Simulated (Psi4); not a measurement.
**A workflow on C2H6BN (SMILES BNC=C)**

We compute a series of 10 runs (PBE-D4/def2-SVP, PBE0-D4/def2-TZVP, PBE-D4/def2-TZVPP, r2SCAN-D4/def2-TZVPP, B3LYP-D4/def2-TZVPP, PBE0-D4/def2-TZVPP, wB97M-V/def2-TZVPP, CCSD(T)/def2-TZVPP, and more) of C2H6BN. 

Program for the calculation: Psi4 1.11.

## (1) The structure to begin with

The species is C2H6BN (10 atoms), meant as a singlet with charge 0. SMILES: `BNC=C`. The shape is that of a GFN2-xTB, rattled optimisation. This is one conformer, not always the lowest. The run starts from this shape.

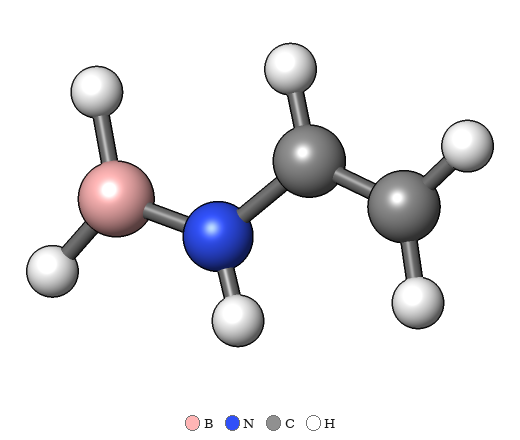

The structure, seen from a chosen angle (boron pink, nitrogen blue, carbon grey, hydrogen white).

## (2) A geometry optimisation at PBE-D4/def2-SVP (density fitting) (run 1)

job.py reads:

```python
import psi4

psi4.set_memory('4400 MB')
psi4.set_num_threads(2)
psi4.set_output_file('run.log', False)

molecule = psi4.geometry("""
B     -0.393631     1.636316    -0.744804
N      0.081163     0.658451     0.108322
C     -0.076579    -0.768100    -0.070221
C      0.448971    -1.637439     0.806658
H     -1.008882     1.314938    -1.771092
H     -0.206614     2.748209    -0.441106
H      0.592958     0.852916     0.938437
H     -0.609104    -1.023077    -0.965822
H      0.976045    -1.298431     1.718135
H      0.298679    -2.673498     0.611320
symmetry c1
""")

psi4.set_options({
    'basis': 'def2-SVP',
    'reference': 'rks',
    'scf_type': 'df',
    'geom_maxiter': 60,
    'max_force_g_convergence': 0.0005,
})

e, wfn = psi4.optimize("PBE-D4", return_wfn=True)
print(f'total energy {e:.8f} hartree = {e * 27.211386:.5f} eV')
print(molecule.to_string(dtype='xyz', units='Angstrom'))
for k, v in sorted(psi4.core.scalar_variables().items()):
    print(f'{k:45s} {v:18.10f}')
```

Run with:

```
$ python job.py
```

run.log:

```text
[...]
  Running in c1 symmetry.
[...]
  Nuclear repulsion =  104.100929498897329
[...]
  Multiplicity = 1
[...]
  Nalpha       = 15
  Nbeta        = 15
[...]
    Number of basis functions: 86
[...]
   @DF-RKS iter   0:  -159.09967160928548   -1.59100e+02   5.49033e-04
[...]
   @DF-RKS iter   8:  -159.09675528551023   -6.22435e-12   5.21636e-09 DIIS
[...]
    Orbital Energies [Eh]
    ---------------------
    Doubly Occupied:
       1A    -14.027371     2A     -9.939651     3A     -9.896855
       4A     -6.510397     5A     -0.835411     6A     -0.665180
       7A     -0.540770     8A     -0.494876     9A     -0.434668
      10A     -0.387566    11A     -0.341173    12A     -0.335024
      13A     -0.332888    14A     -0.282029    15A     -0.210869
[...]
  @DF-RKS Final Energy:  -159.09675528551023
   => Energetics <=
    Nuclear Repulsion Energy =            103.6510654759038204
    One-Electron Energy =                -418.0323070376807095
    Two-Electron Energy =                 179.0295091994233871
    DFT Exchange-Correlation Energy =     -23.7395672372398536
    Empirical Dispersion Energy =          -0.0054556859168718
    VV10 Nonlocal Energy =                  0.0000000000000000
    Total Energy =                       -159.0967552855102269
[...]
 Multipole Moments:
 ------------------------------------------------------------------------------------
     Multipole            Electronic (a.u.)      Nuclear  (a.u.)        Total (a.u.)
 ------------------------------------------------------------------------------------
 L = 1.  Multiply by 2.5417464519 to convert [e a0] to [Debye]
 Dipole X            :         -0.0891513            0.3323710            0.2432197
 Dipole Y            :          1.2340386           -1.5221038           -0.2880652
 Dipole Z            :         -0.1722678            0.6003098            0.4280420
 Magnitude           :                                                    0.5704010
[...]
  -Total Gradient:
     Atom            X                  Y                   Z
    ------   -----------------  -----------------  -----------------
       1       -0.000971444911    -0.000276649168     0.000797898498
       2       -0.000009521644    -0.000107434665    -0.000018199484
       3        0.000556733087     0.000242600981    -0.000228821185
       4       -0.000222706546    -0.000262352865    -0.000288060333
       5        0.000344379412    -0.000004128593    -0.000262214231
       6        0.000328660222     0.000177364607    -0.000375651432
       7        0.000102662685    -0.000060262005     0.000090897385
       8       -0.000129871643     0.000039721835     0.000048409702
       9        0.000055328477     0.000129101610     0.000085942462
      10       -0.000053524139     0.000159908085     0.000149121399
[...]
    Final optimized geometry and variables:
    Molecular point group: c1
    Full point group: C1
    Geometry (in Angstrom), charge = 0, multiplicity = 1:
    B           -0.438129936422     1.675416548821    -0.800812130449
    N            0.054328688127     0.679115261580     0.063955992860
    C           -0.068187490990    -0.705769208988    -0.089279344429
    C            0.414390419543    -1.630759039665     0.763967358136
    H           -1.033578221266     1.330297148134    -1.803581385524
    H           -0.234060271633     2.840531875550    -0.523548865207
    H            0.564907383200     0.957253495706     0.908839446593
    H           -0.619267466500    -0.995464317576    -0.999285561156
    H            0.963882747963    -1.349292030323     1.677341383749
    H            0.267130267568    -2.700508892140     0.566145849184
[...]
```

On the terminal:

```text
Optimizer: Optimization complete!
total energy -159.09675529 hartree = -4329.24322 eV
10
0 1 BC2H6N
B                    -0.438129936422     1.675416548821    -0.800812130449
N                     0.054328688127     0.679115261580     0.063955992860
C                    -0.068187490990    -0.705769208988    -0.089279344429
C                     0.414390419543    -1.630759039665     0.763967358136
H                    -1.033578221266     1.330297148134    -1.803581385524
H                    -0.234060271633     2.840531875550    -0.523548865207
H                     0.564907383200     0.957253495706     0.908839446593
H                    -0.619267466500    -0.995464317576    -0.999285561156
H                     0.963882747963    -1.349292030323     1.677341383749
H                     0.267130267568    -2.700508892140     0.566145849184

CURRENT ENERGY                                   -159.0967552855
CURRENT REFERENCE ENERGY                         -159.0967552855
DD SOLVATION ENERGY                                 0.0000000000
DFT FUNCTIONAL TOTAL ENERGY                      -159.0912995996
DFT TOTAL ENERGY                                 -159.0967552855
DFT VV10 ENERGY                                     0.0000000000
DFT XC ENERGY                                     -23.7395672372
DISPERSION CORRECTION ENERGY                       -0.0054556859
GRID ELECTRONS ALPHA                               14.9999894296
GRID ELECTRONS BETA                                14.9999894296
GRID ELECTRONS TOTAL                               29.9999788592
NUCLEAR REPULSION ENERGY                          103.6510654759
ONE-ELECTRON ENERGY                              -418.0323070377
OPTIMIZATION ITERATIONS                             4.0000000000
PBE-D4(BJ,EEQ)ATM DISPERSION CORRECTION ENERGY      -0.0054556859
PCM POLARIZATION ENERGY                             0.0000000000
PE ENERGY                                           0.0000000000
SCF ITERATION ENERGY                             -159.0967552855
SCF ITERATIONS                                      8.0000000000
SCF TOTAL ENERGY                                 -159.0967552855
TWO-ELECTRON ENERGY                               179.0295091994
XC GRID RADIAL POINTS                              75.0000000000
XC GRID SPHERICAL POINTS                          302.0000000000
XC GRID TOTAL POINTS                           215594.0000000000
```

Run time: 25 s. Hardware: 2 threads of Intel Xeon Platinum 8375C at 2.90GHz (Ice Lake), shared host; peak memory 0.77 GiB.

Step by step:

```
step  energy from the first frame kept (eV)  largest force (eV/Å)
   0                                 0.0000                2.8414
   1                                -0.1662                0.8893
   2                                -0.1784                0.1243
   3                                -0.1794                0.0662
```

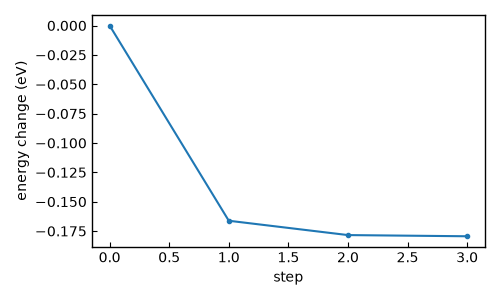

Energy along the run.

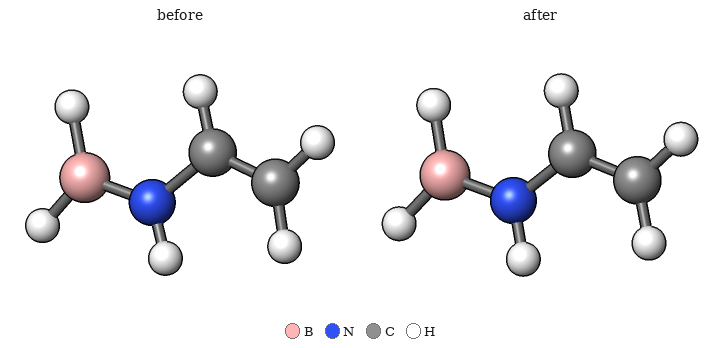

Before and after, at one scale.

After the run. Bond lengths: B1–N2 1.408 Å, N2–C3 1.399 Å, C3–C4 1.348 Å, B1–H5 1.216 Å, B1–H6 1.215 Å, N2–H7 1.026 Å, C3–H8 1.103 Å, C4–H9 1.102 Å, C4–H10 1.098 Å. Some angles: B1–N2–C3 127.1°, N2–C3–C4 125.4°, B1–N2–H7 119.2°, C3–N2–H7 113.7°, N2–B1–H5 118.5°, N2–B1–H6 118.7°, N2–C3–H8 113.2°, C4–C3–H8 121.4°, C3–C4–H9 121.9°, C3–C4–H10 120.4°.

## (3) A structure relaxation at PBE0-D4/def2-TZVP (density fitting) (run 2)

run.py reads:

```python
import psi4

psi4.set_memory('4400 MB')
psi4.set_num_threads(2)
psi4.set_output_file('run.log', False)

m = psi4.geometry("""
B     -0.414246     1.644341    -0.760040
N      0.078213     0.648040     0.104728
C     -0.044303    -0.736845    -0.048507
C      0.438275    -1.661834     0.804739
H     -1.009694     1.299222    -1.762809
H     -0.210176     2.809457    -0.482777
H      0.588792     0.926178     0.949612
H     -0.595383    -1.026540    -0.958513
H      0.987767    -1.380367     1.718114
H      0.291015    -2.731584     0.606918
units angstrom
symmetry c1
""")

options = {'basis': 'def2-TZVP', 'reference': 'rks', 'scf_type': 'df', 'geom_maxiter': 50, 'max_force_g_convergence': 0.0002}
psi4.set_options(options)

e_tot = psi4.optimize('pbe0-d4', molecule=m)
print('E =', round(e_tot, 9))
print(m.to_string(dtype='xyz', units='Angstrom'))
```

Run with:

```
$ python run.py
```

run.log (excerpt; [...] marks lines left out):

```text
[...]
  Running in c1 symmetry.
[...]
  Nuclear repulsion =  103.651069479386635
[...]
  Multiplicity = 1
[...]
  Nalpha       = 15
  Nbeta        = 15
[...]
    Number of basis functions: 160
[...]
   @DF-RKS iter   0:  -159.29152127846280   -1.59292e+02   5.01848e-05
[...]
   @DF-RKS iter   6:  -159.29197600986717   -6.50857e-12   7.46145e-09 DIIS
[...]
  @DF-RKS Final Energy:  -159.29197600986717
   => Energetics <=
    Nuclear Repulsion Energy =            104.8685886250857635
    One-Electron Energy =                -420.7022015390772935
    Two-Electron Energy =                 174.6695928334248151
    DFT Exchange-Correlation Energy =     -18.1233918439723070
    Empirical Dispersion Energy =          -0.0045640853281292
    VV10 Nonlocal Energy =                  0.0000000000000000
    Total Energy =                       -159.2919760098671702
[...]
 Multipole Moments:
 ------------------------------------------------------------------------------------
     Multipole            Electronic (a.u.)      Nuclear  (a.u.)        Total (a.u.)
 ------------------------------------------------------------------------------------
 L = 1.  Multiply by 2.5417464519 to convert [e a0] to [Debye]
 Dipole X            :         -0.1062133            0.3133689            0.2071556
 Dipole Y            :          1.3032876           -1.5109877           -0.2077001
 Dipole Z            :         -0.2334596            0.5909398            0.3574802
 Magnitude           :                                                    0.4624336
[...]
  -Total Gradient:
     Atom            X                  Y                   Z
    ------   -----------------  -----------------  -----------------
       1       -0.000033512601     0.000039461826    -0.000004738591
       2        0.000002610514    -0.000075876308    -0.000029573480
       3       -0.000006165205     0.000039781582     0.000044627009
       4       -0.000006718939    -0.000005973034    -0.000000717908
       5        0.000012099235    -0.000006475256    -0.000001082980
       6        0.000015496772    -0.000010526428     0.000009754930
       7        0.000004598237     0.000026060620     0.000003093958
       8        0.000004201063    -0.000010448636    -0.000010258760
       9        0.000005091995     0.000021483977     0.000001680184
      10        0.000003393552     0.000011528376    -0.000012218313
[...]
    Final optimized geometry and variables:
[...]
```

On the terminal:

```text
Optimizer: Optimization complete!
E = -159.29197601
10
0 1 BC2H6N
B                    -0.430577656421     1.655139260708    -0.796065486297
N                     0.057964720711     0.675584362950     0.068448556976
C                    -0.069684117168    -0.699911072926    -0.086902118835
C                     0.405771464049    -1.613156195058     0.752425619298
H                    -1.021679486822     1.309611830270    -1.776375465353
H                    -0.240298847870     2.802956910383    -0.525759531429
H                     0.559778040694     0.950285628142     0.901094874569
H                    -0.609896682895    -0.983224696069    -0.984144405006
H                     0.947273139593    -1.339990927602     1.651843266670
H                     0.261262671167    -2.665602232504     0.554099642798
```

Run time: 41 s. Hardware: 2 threads of Intel Xeon Platinum 8375C at 2.90GHz (Ice Lake), shared host; peak memory 1.3 GiB.

Step by step:

```csv
step,energy from the first frame kept (eV),largest force (eV/Å)
0,0.0000,0.6561
1,-0.0487,0.1048
2,-0.0488,0.1076
3,-0.0494,0.0276
4,-0.0494,0.0042
```

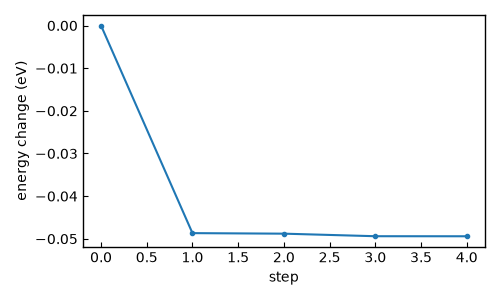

Energy along the run.

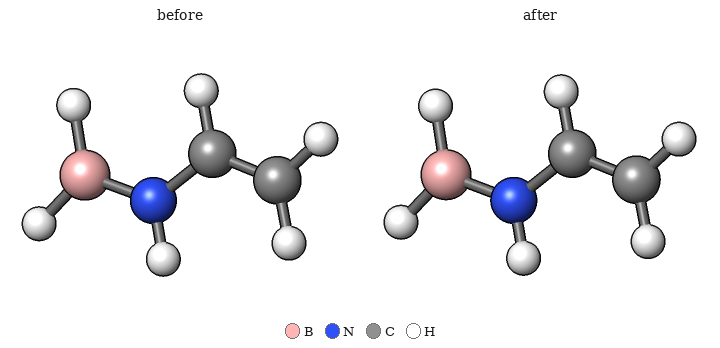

Before and after, at one scale.

After the run. Bond lengths: B1–N2 1.395 Å, N2–C3 1.390 Å, C3–C4 1.328 Å, B1–H5 1.196 Å, B1–H6 1.194 Å, N2–H7 1.010 Å, C3–H8 1.085 Å, C4–H9 1.085 Å, C4–H10 1.081 Å. Some angles: B1–N2–C3 126.4°, N2–C3–C4 125.2°, B1–N2–H7 119.6°, C3–N2–H7 114.0°, N2–B1–H5 118.6°, N2–B1–H6 118.6°, N2–C3–H8 113.4°, C4–C3–H8 121.4°, C3–C4–H9 122.0°, C3–C4–H10 120.4°.

Runs 3 to 9 aren't shown in full; the table further down has their settings and results.

## (4) A single-point energy at MP2/def2-QZVPP (density fitting, density fitting for correlation) (run 10)

c2h6bn.xyz reads:

```xyz
10
C2H6BN
B     -0.406693     1.624064    -0.755293
N      0.081849     0.644509     0.109221
C     -0.045800    -0.730986    -0.046130
C      0.429656    -1.644232     0.793198
H     -0.997795     1.278536    -1.735603
H     -0.216415     2.771882    -0.484987
H      0.583662     0.919210     0.941867
H     -0.586012    -1.014300    -0.943372
H      0.971157    -1.371066     1.692615
H      0.285147    -2.696678     0.594872
```

c2h6bn.py reads:

```python
import psi4

psi4.set_memory('4400 MB')
psi4.set_num_threads(2)
psi4.set_output_file('run.log', False)

with open('c2h6bn.xyz') as f:
    atoms = ''.join(f.readlines()[2:])
m = psi4.geometry('0 1\n' + atoms + 'symmetry c1')

psi4.set_options({
    'basis': 'def2-QZVPP',
    'scf_type': 'df',
    'num_frozen_docc': 4,
})

energy_value = psi4.energy("mp2")
print('E =', round(energy_value, 9))
```

Run with:

```
$ python c2h6bn.py
```

run.log:

```text
[...]
  Running in c1 symmetry.
[...]
  Nuclear repulsion =  104.868587988630409
[...]
  Multiplicity = 1
[...]
  Nalpha       = 15
  Nbeta        = 15
[...]
    Number of basis functions: 408
[...]
   @DF-RHF iter   1:  -158.31829911554868   -8.36236e-01   1.16757e-03 ADIIS/DIIS
[...]
   @DF-RHF iter  11:  -158.44235711595428   -5.95435e-11   5.08772e-09 DIIS
[...]
    Orbital Energies [Eh]
    ---------------------
    Doubly Occupied:
       1A    -15.576911     2A    -11.274842     3A    -11.214337
       4A     -7.594774     5A     -1.228536     6A     -1.011156
       7A     -0.809962     8A     -0.750578     9A     -0.658117
      10A     -0.612802    11A     -0.552084    12A     -0.531491
      13A     -0.517962    14A     -0.478333    15A     -0.335578
[...]
  @DF-RHF Final Energy:  -158.44235711595428
   => Energetics <=
    Nuclear Repulsion Energy =            104.8685879886304093
    One-Electron Energy =                -420.3269632237131646
    Two-Electron Energy =                 157.0160181191284892
    Total Energy =                       -158.4423571159542803
[...]
 Multipole Moments:
 ------------------------------------------------------------------------------------
     Multipole            Electronic (a.u.)      Nuclear  (a.u.)        Total (a.u.)
 ------------------------------------------------------------------------------------
 L = 1.  Multiply by 2.5417464519 to convert [e a0] to [Debye]
 Dipole X            :         -0.1653332            0.3133677            0.1480345
 Dipole Y            :          1.4429458           -1.5109882           -0.0680423
 Dipole Z            :         -0.3389606            0.5909392            0.2519786
 Magnitude           :                                                    0.3000619
[...]
```

The script printed:

```text
E = -159.121869553
```

Run time: 7.8 s. Hardware: 2 threads of Intel Xeon Platinum 8375C at 2.90GHz (Ice Lake), shared host; peak memory 1.4 GiB.

## (5) Overview of the runs

```csv
run,level,geom maxiter,max force g convergence,energy (Eh),dipole moment (D),HOMO energy (eV),LUMO energy (eV),wall time
1,PBE-D4/def2-SVP (density fitting),60,0.0005,-159.096755,1.45,-5.74,-1.43,25 s
2,PBE0-D4/def2-TZVP (density fitting),50,0.0002,-159.291976,1.18,-6.88,-0.54,41 s
3,PBE0-D4/def2-TZVP (density fitting),–,–,-159.291976,1.18,–,–,7.5 min
4,PBE-D4/def2-TZVPP (density fitting),–,–,-159.274168,1.32,-5.87,-1.51,20 s
5,r2SCAN-D4/def2-TZVPP (density fitting),–,–,-159.391616,1.20,-6.00,-1.20,66 s
6,B3LYP-D4/def2-TZVPP (density fitting),–,–,-159.515605,1.16,-6.67,-0.77,19 s
7,PBE0-D4/def2-TZVPP (density fitting),–,–,-159.294324,1.16,-6.89,-0.54,19 s
8,wB97M-V/def2-TZVPP (density fitting),–,–,-159.410829,1.12,-9.13,1.29,71 s
9,"CCSD(T)/def2-TZVPP (density fitting, density fitting for correlation)",–,–,-159.137846,–,-9.12,2.76,4.4 min
10,"MP2/def2-QZVPP (density fitting, density fitting for correlation)",–,–,-159.121870,–,-9.13,2.34,7.8 s
```

## (6) Outcome

| quantity | value |
| --- | --- |
| run 10, MP2/def2-QZVPP: total energy | -159.12187 Eh |
| run 10, MP2/def2-QZVPP: HOMO energy (Hartree–Fock orbitals) | -9.13 eV |
| run 10, MP2/def2-QZVPP: LUMO energy (Hartree–Fock orbitals) | 2.34 eV |
| run 10, MP2/def2-QZVPP: HOMO–LUMO gap (Hartree–Fock orbitals) | 11.47 eV |
| run 10, MP2/def2-QZVPP: correlation energy (4 core orbitals frozen) | -679.5 mEh |

In words: Over runs 3, 4, 5, 6, 7, 8 the dipole moment (its size) runs from 1.12 D (wB97M-V/def2-TZVPP) to 1.32 D (PBE-D4/def2-TZVPP). Over runs 4, 5, 6, 7, 8 the HOMO–LUMO gap runs from 4.36 eV (PBE-D4/def2-TZVPP) to 10.42 eV (wB97M-V/def2-TZVPP). Totals of different functionals can't be ranked against each other. All runs together took 16 min, the longest 7.5 min.
